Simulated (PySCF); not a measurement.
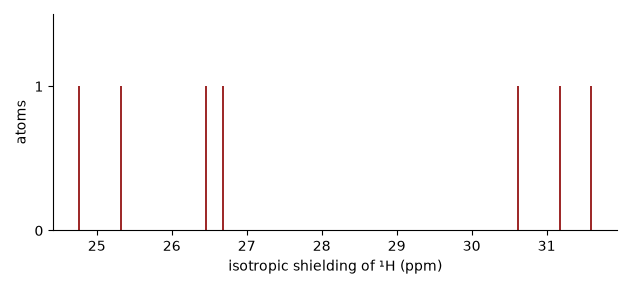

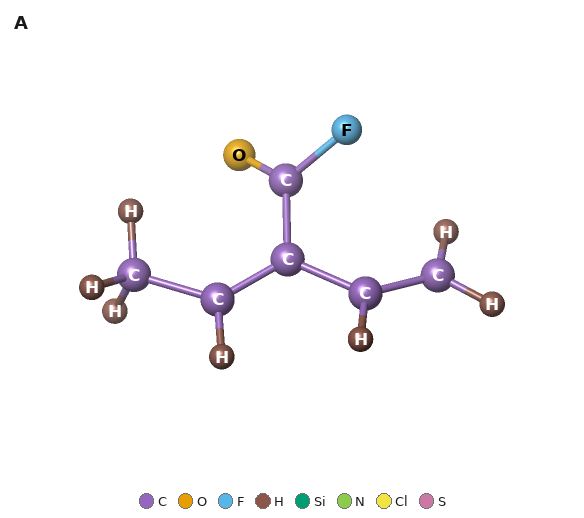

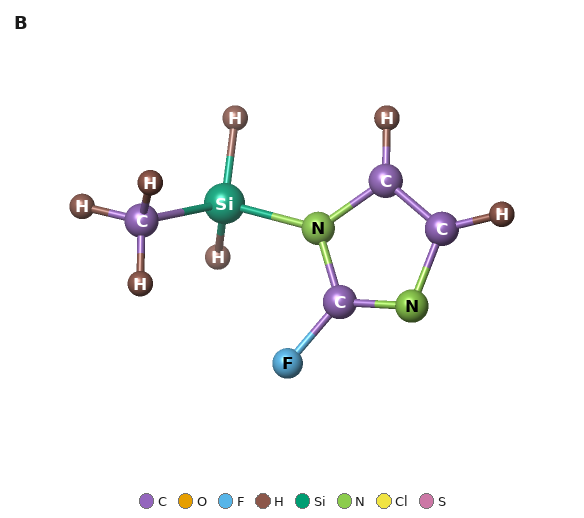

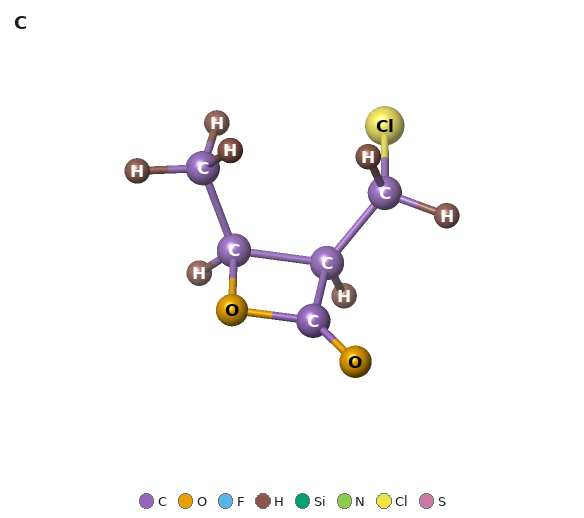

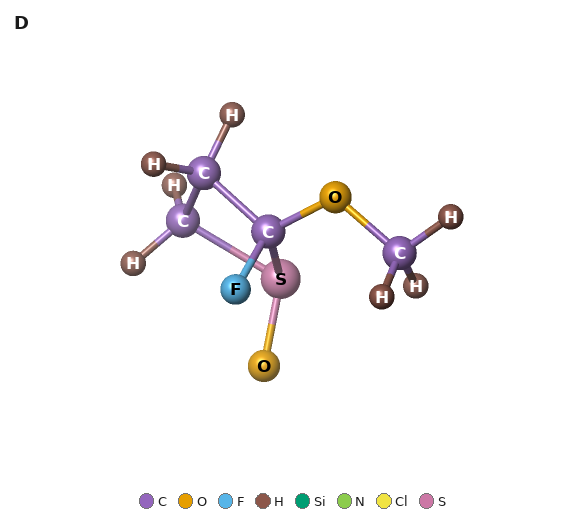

The sticks are computed shieldings of one of the molecules, for one fixed geometry (GFN2-xTB) without averaging over rotations. Low shielding means a high chemical shift. Method: GIAO PBE0/pcSseg-1 NMR shielding, non-relativistic, gas phase (PySCF 2.14.0).

### Match the spectrum to a structure.

B, `C[SiH2]n1ccnc1F`. Its 7 H atoms give lines at 24.76, 25.32, 26.46, 26.68, 30.62, 31.18, 31.60 ppm.

The geometry is semi-empirical. Around Si such bond lengths and angles can be off by a tenth of an ångström or more and by several degrees, and values that hang on the shape move with them.
